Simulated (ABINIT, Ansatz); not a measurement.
# SnAs (Fm-3m): phonons by linear response

How does SnAs (Fm-3m) vibrate, and is this structure a minimum?

Method: DFT PBEsol, scalar-relativistic, plane waves, PseudoDojo norm-conserving pseudopotentials, in ABINIT 10.8.3.

The database entry behind the starting cell differs from later determinations by our own check (an axis about 0.7 % short against later determinations), so it need not match the best structure at ambient conditions.

## (1) Set-up

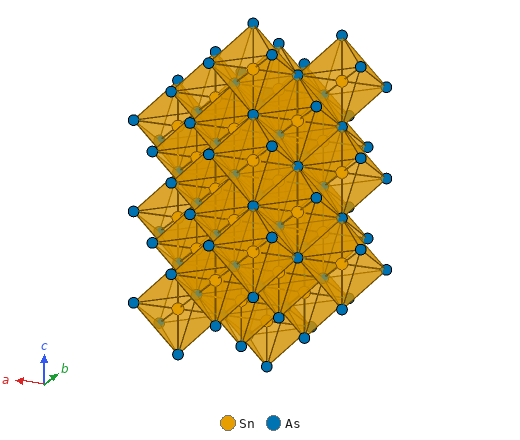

The starting structure, seen from a free direction (tin orange, arsenic blue). 1×2×2 cells are drawn. This picture shows the conventional cell, with its axes. Some periodic images of atoms are drawn too.

## (2) A first look

A first run with smearing and empty bands tells whether the crystal has a gap, which decides between fixed occupations and smearing later on.

Input file probe.abi:

```
# ground state
tolvrs 1.0d-08
prtden 1
prtwf 1

# basis, mesh and filling
ecut 38.0
ngkpt 6 6 6
nshiftk 1
shiftk 0.0 0.0 0.0
istwfk *1
occopt 7
tsmear 0.005
nband 22
nstep 100
diemac 9.0
prtebands 0
prtgsr 0

# cell and atoms
acell 7.591168972 7.591168972 7.591168972
rprim 
    0.0 0.7071067812 0.7071067812
    0.7071067812 0.0 0.7071067812
    0.7071067812 0.7071067812 0.0
ntypat 2
znucl 50 33
natom 2
typat 1 2
xred 
    0.0 0.0 0.0
    0.5 0.5 0.5
pp_dirpath "./pseudo"
pseudos "Sn.upf, As.upf"
```

Command:

```
> OMP_NUM_THREADS=1 mpirun -n 16 abinit probe.abi > probe.log
```

Numbers of over 12 decimals in the logs are rounded to 6 here.

probe.abo, the main output file:

```text
[banners, grids, parts of the stress and lines that vanish by symmetry left out]
- input  file    -> probe.abi
- output file    -> probe.abo
- root for input  files -> probei
[...]
Symmetries : space group Fm -3 m (#225); Bravais cF (face-center cubic)
[...]
mpw =        3486          nfft =       91125          nkpt =          16
[...]
== DATASET  1 ==================================================================
[...]
cutoff_energies: {ecut:  38.0, pawecutdg:  -1.0, }
[...]
ETOT  1  -183.95270602365    -1.840E+02 9.860E-01 1.819E+01
 ETOT  2  -184.56411950586    -6.114E-01 1.011E-02 2.246E+01
 ETOT  3  -184.56723205537    -3.113E-03 9.966E-03 4.029E+00
 ETOT  4  -184.56788662944    -6.546E-04 6.988E-03 5.531E-02
 ETOT  5  -184.56789328790    -6.658E-06 5.197E-03 3.960E-03
 ETOT  6  -184.56789380697    -5.191E-07 1.145E-03 2.864E-04
 ETOT  7  -184.56789383896    -3.199E-08 7.460E-04 3.566E-05
 ETOT  8  -184.56789384390    -4.943E-09 2.170E-04 1.305E-07
 ETOT  9  -184.56789384392    -1.376E-11 3.585E-04 1.775E-09
 At SCF step    9       vres2   =  1.78E-09 < tolvrs=  1.00E-08 =>converged.
[...]
sigma(1 1)= -1.40793824E-05  sigma(3 2)=  0.00000000E+00
  sigma(2 2)= -1.40793824E-05  sigma(3 1)=  0.00000000E+00
  sigma(3 3)= -1.40793824E-05  sigma(2 1)=  0.00000000E+00
[...]
convergence: {deltae: -1.376E-11, res2:  1.775E-09, residm:  3.585E-04, diffor: null, }
etotal    :  -1.84567894E+02
[...]
sigma(1 1)= -1.40793824E-05  sigma(3 2)=  0.00000000E+00
  sigma(2 2)= -1.40793824E-05  sigma(3 1)=  0.00000000E+00
  sigma(3 3)= -1.40793824E-05  sigma(2 1)=  0.00000000E+00
[...]
- sigma(1 1)= -4.14229732E-01  sigma(3 2)=  0.00000000E+00
- sigma(2 2)= -4.14229732E-01  sigma(3 1)=  0.00000000E+00
- sigma(3 3)= -4.14229732E-01  sigma(2 1)=  0.00000000E+00
[...]
fcart     -0.0000000000E+00 -0.0000000000E+00 -0.0000000000E+00
           strten     -1.4079382403E-05 -1.4079382403E-05 -1.4079382403E-05
================================================================================

[key lines of the parts left out:]
pressure_GPa:   4.1423E-01
```

The job ended after 6.2 s (16 MPI ranks of Arm Neoverse V1, shared host; 97 s of CPU time).

Numbers from this step:

```yaml
volume_per_atom: 22.92 Å³
pressure: 0.4142 GPa
gap_on_the_k_mesh: 0 eV
```

No gap opens on this mesh, so smearing is kept; the printed pressure holds the stress of the finite basis too.

## (3) Relaxation

The harmonic expansion needs vanishing forces, and a free crystal bears no stress, so cell and atoms are brought to rest. Stress is more sensitive to the basis than forces are: the last 3 Ha under the cutoff are smoothed with ecutsm, and the cutoff is raised above that of the later runs.

Input file relax.abi:

```
# relaxation
ionmov 2
optcell 2
dilatmx 1.08
ntime 40
tolmxf 1.0d-05
tolvrs 1.0d-14
prtwf 0
prtden 0
chksymtnons 0

# basis, mesh and filling
ecut 47.0
ecutsm 3.0
ngkpt 8 8 8
nshiftk 1
shiftk 0.0 0.0 0.0
istwfk *1
occopt 7
tsmear 0.01
nband 22
nstep 100
diemac 1000000.0
prtebands 0
prtgsr 0

# cell and atoms
acell 7.591168972 7.591168972 7.591168972
rprim 
    0.0 0.7071067812 0.7071067812
    0.7071067812 0.0 0.7071067812
    0.7071067812 0.7071067812 0.0
ntypat 2
znucl 50 33
natom 2
typat 1 2
xred 
    0.0 0.0 0.0
    0.5 0.5 0.5
pp_dirpath "./pseudo"
pseudos "Sn.upf, As.upf"
```

Command:

```
> OMP_NUM_THREADS=1 mpirun -n 16 abinit relax.abi > relax.log
```

relax.abo, the main output file:

```text
[banners, grids, parts of the stress and lines that vanish by symmetry left out]
- input  file    -> relax.abi
- output file    -> relax.abo
- root for input  files -> relaxi
[...]
Symmetries : space group Fm -3 m (#225); Bravais cF (face-center cubic)
[...]
mpw =        6022          nfft =      157464          nkpt =          29
[...]
== DATASET  1 ==================================================================
[...]
-    --> not optimal distribution: autoparal keyword recommended in input file <--
[...]
cutoff_energies: {ecut:  47.0, pawecutdg:  -1.0, }
[...]
ETOT  1  -183.89334839404    -1.839E+02 1.215E+00 3.968E+01
 ETOT  2  -184.56576085849    -6.724E-01 2.052E-02 3.282E+01
 ETOT  3  -184.56860628654    -2.845E-03 4.971E-03 4.509E+00
 ETOT  4  -184.56903107485    -4.248E-04 4.134E-03 3.175E-02
 ETOT  5  -184.56903302960    -1.955E-06 5.818E-04 2.509E-03
[...]
At SCF step   11       vres2   =  8.70E-15 < tolvrs=  1.00E-14 =>converged.
[...]
sigma(1 1)= -5.34517163E-05  sigma(3 2)=  0.00000000E+00
  sigma(2 2)= -5.34517163E-05  sigma(3 1)=  0.00000000E+00
  sigma(3 3)= -5.34517163E-05  sigma(2 1)=  0.00000000E+00
[...]
convergence: {deltae:  4.746E-12, res2:  8.697E-15, residm:  2.559E-04, diffor: null, }
etotal    :  -1.84569033E+02
[...]
ETOT  1  -184.56850052908    -1.846E+02 2.192E-04 9.980E+00
[...]
At SCF step   10       vres2   =  2.37E-15 < tolvrs=  1.00E-14 =>converged.
[...]
sigma(1 1)= -4.06702933E-05  sigma(3 2)=  0.00000000E+00
  sigma(2 2)= -4.06702933E-05  sigma(3 1)=  0.00000000E+00
  sigma(3 3)= -4.06702933E-05  sigma(2 1)=  0.00000000E+00
[...]
convergence: {deltae: -3.013E-12, res2:  2.366E-15, residm:  7.981E-05, diffor: null, }
etotal    :  -1.84569103E+02
[...]
ETOT  1  -184.56271041057    -1.846E+02 2.381E-05 1.065E+02
[...]
At SCF step   11       vres2   =  3.48E-16 < tolvrs=  1.00E-14 =>converged.
[...]
sigma(1 1)= -1.13983593E-06  sigma(3 2)=  0.00000000E+00
  sigma(2 2)= -1.13983593E-06  sigma(3 1)=  0.00000000E+00
  sigma(3 3)= -1.13983593E-06  sigma(2 1)=  0.00000000E+00
[...]
convergence: {deltae:  2.240E-11, res2:  3.485E-16, residm:  2.636E-06, diffor: null, }
etotal    :  -1.84569204E+02
[...]
ETOT  1  -184.56919838721    -1.846E+02 6.174E-06 9.000E-02
[...]
ETOT  9  -184.56920389270    -2.558E-13 4.347E-06 1.321E-14
 ETOT 10  -184.56920389270     7.958E-13 1.189E-06 2.770E-17
 At SCF step   10       vres2   =  2.77E-17 < tolvrs=  1.00E-14 =>converged.
[...]
sigma(1 1)= -2.59417552E-08  sigma(3 2)=  0.00000000E+00
  sigma(2 2)= -2.59417552E-08  sigma(3 1)=  0.00000000E+00
  sigma(3 3)= -2.59417552E-08  sigma(2 1)=  0.00000000E+00
[...]
convergence: {deltae:  7.958E-13, res2:  2.770E-17, residm:  1.189E-06, diffor: null, }
etotal    :  -1.84569204E+02
[...]
At Broyd/MD step   4, gradients are converged :
[...]
sigma(1 1)= -2.59417552E-08  sigma(3 2)=  0.00000000E+00
  sigma(2 2)= -2.59417552E-08  sigma(3 1)=  0.00000000E+00
  sigma(3 3)= -2.59417552E-08  sigma(2 1)=  0.00000000E+00
[...]
- sigma(1 1)= -7.63232789E-04  sigma(3 2)=  0.00000000E+00
- sigma(2 2)= -7.63232789E-04  sigma(3 1)=  0.00000000E+00
- sigma(3 3)= -7.63232789E-04  sigma(2 1)=  0.00000000E+00
[...]
fcart     -0.0000000000E+00 -0.0000000000E+00 -0.0000000000E+00
           strten     -2.5941755234E-08 -2.5941755213E-08 -2.5941755234E-08
================================================================================

[key lines of the parts left out:]
pressure_GPa:   7.6323E-04
Total energy (etotal) [Ha]= -1.84569203892699E+02
```

The job ended after 54 s (16 MPI ranks; 14 min of CPU time).

Relaxation path:

```
step  energy less that of the first step (eV)  largest force (eV/Å)  volume (Å³)
   1                                   0.0000                0.0000        45.84
   2                                  -0.0019                0.0000        46.06
   3                                  -0.0046                0.0000        46.78
   4                                  -0.0046                0.0000        46.80
```

```
conventional cell, symmetrised  before  after  change
                         a (Å)   5.681  5.721  +0.7 %
                         b (Å)   5.681  5.721  +0.7 %
                         c (Å)   5.681  5.721  +0.7 %
              volume (Å³/atom)   22.92  23.40  +2.1 %
```

Final coordinates:

```
Sn As
1.0
     0.00000    2.86028    2.86028
     2.86028    0.00000    2.86028
     2.86028    2.86028    0.00000
Sn As
1 1
Direct
  0.00000 0.00000 0.00000
  0.50000 0.50000 0.50000
```

Numbers from this step:

* volume per atom: 23.40 Å³
* pressure: 7.63e-4 GPa

The volume changes by +2.1 % in this run and stands +2.1 % from the first cell.

## (4) Ground state

First-order wavefunctions inherit every error of the ground state, hence the very tight tolvrs. Smearing stays on, as the first look found no gap above 0.3 eV.

Input file gs.abi:

```
# ground state
tolvrs 1.0d-16
prtden 1
prtwf 1

# basis, mesh and filling
ecut 38.0
ngkpt 8 8 8
nshiftk 1
shiftk 0.0 0.0 0.0
istwfk *1
occopt 7
tsmear 0.01
nband 22
nstep 100
diemac 1000000.0
prtebands 0
prtgsr 0

# cell and atoms
acell 7.644026325 7.644026325 7.644026325
rprim 
    0.0 0.7071067812 0.7071067812
    0.7071067812 0.0 0.7071067812
    0.7071067812 0.7071067812 0.0
ntypat 2
znucl 50 33
natom 2
typat 1 2
xred 
    0.0 0.0 0.0
    0.5 0.5 0.5
pp_dirpath "./pseudo"
pseudos "Sn.upf, As.upf"
```

Command:

```
> OMP_NUM_THREADS=1 mpirun -n 16 abinit gs.abi > gs.log
```

gs.abo, the main output file:

```text
[banners, grids, parts of the stress and lines that vanish by symmetry left out]
- input  file    -> gs.abi
- output file    -> gs.abo
- root for input  files -> gsi
[...]
Symmetries : space group Fm -3 m (#225); Bravais cF (face-center cubic)
[...]
mpw =        3582          nfft =       91125          nkpt =          29
[...]
== DATASET  1 ==================================================================
[...]
-    --> not optimal distribution: autoparal keyword recommended in input file <--
[...]
cutoff_energies: {ecut:  38.0, pawecutdg:  -1.0, }
[...]
ETOT  1  -184.01399919693    -1.840E+02 1.159E+00 2.550E+01
 ETOT  2  -184.56565845495    -5.517E-01 1.963E-02 1.758E+01
 ETOT  3  -184.56847366534    -2.815E-03 8.758E-03 2.127E+00
 ETOT  4  -184.56883215566    -3.585E-04 4.852E-03 1.549E-02
 ETOT  5  -184.56883387413    -1.718E-06 1.793E-03 1.010E-03
[...]
ETOT 12  -184.56883403197     1.961E-12 9.470E-05 2.920E-16
 ETOT 13  -184.56883403197    -1.052E-12 9.915E-05 2.311E-18
 At SCF step   13       vres2   =  2.31E-18 < tolvrs=  1.00E-16 =>converged.
[...]
sigma(1 1)=  2.73956233E-05  sigma(3 2)=  0.00000000E+00
  sigma(2 2)=  2.73956233E-05  sigma(3 1)=  0.00000000E+00
  sigma(3 3)=  2.73956233E-05  sigma(2 1)=  0.00000000E+00
[...]
convergence: {deltae: -1.052E-12, res2:  2.311E-18, residm:  9.915E-05, diffor: null, }
etotal    :  -1.84568834E+02
[...]
sigma(1 1)=  2.73956233E-05  sigma(3 2)=  0.00000000E+00
  sigma(2 2)=  2.73956233E-05  sigma(3 1)=  0.00000000E+00
  sigma(3 3)=  2.73956233E-05  sigma(2 1)=  0.00000000E+00
[...]
- sigma(1 1)=  8.06007065E-01  sigma(3 2)=  0.00000000E+00
- sigma(2 2)=  8.06007065E-01  sigma(3 1)=  0.00000000E+00
- sigma(3 3)=  8.06007065E-01  sigma(2 1)=  0.00000000E+00
[...]
fcart     -0.0000000000E+00 -0.0000000000E+00 -0.0000000000E+00
           strten      2.7395623324E-05  2.7395623324E-05  2.7395623324E-05
================================================================================

[key lines of the parts left out:]
pressure_GPa:  -8.0601E-01
```

Run time: 12 s. Hardware: 16 MPI ranks.

This step gave:

```
pressure : -0.8060 GPa
```

The cell stands at -0.81 GPa: the relaxation ran with a smoothed and higher cutoff, and the difference is a stress of the finite basis.

(Continued in part 2 of 4.)

[Host names and launcher messages were left out of these logs when they were recorded.]

[Logs are printed without paths, hosts, clocks, repeated set-up lines and the standing remarks that a program may print on its own settings, such as how far it seeks lower states.]

[Hosts, paths, dates, database ids (printed as entryN), source tags and the programs' standing remarks are cut or masked in the printed files.]
